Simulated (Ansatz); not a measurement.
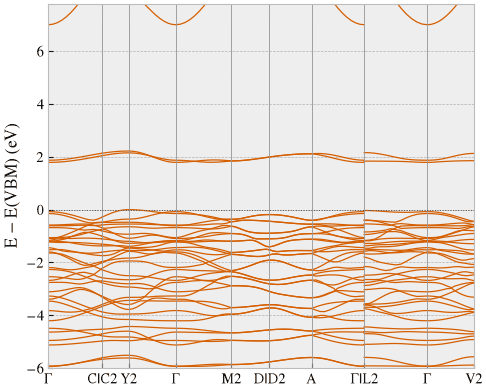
*Band structure from r²SCAN (plane waves, PAW; program Ansatz)*

Q: Read off the gap and where the band edges lie.

A: About 1.8 eV (1.79 eV by a search for the band edges); maximum at Y2, minimum at Γ.

Q: Which of these materials gives this?
A) VBiO4, C2 (V on 2a, Bi on 2b, O on 4c, O on 4c)
B) LiAgF4, C2/c (Li on 4e, Ag on 4d, F on 8f, F on 8f)
C) NaNiO2, C2/m (Na on 2d, Ni on 2a, O on 4i)
D) Ge2Sb2Te5, Cm (Pearson symbol mS18)

A: B, LiAgF4, C2/c (Li on 4e, Ag on 4d, F on 8f, F on 8f)

The first step of the workflow began from a Materials Project structure, measured or hypothetical; the Crystallography Open Database copy checked does not list it. Whether it is the stable phase at ambient conditions was not checked. The cell was relaxed with r²SCAN under the symmetry of its start; its stability against distortions is not shown here. The run is not spin-polarised. Scalar-relativistic: spin–orbit coupling is off unless named, which matters more the heavier the elements.

Potentials: the later of the program's two PAW sets.
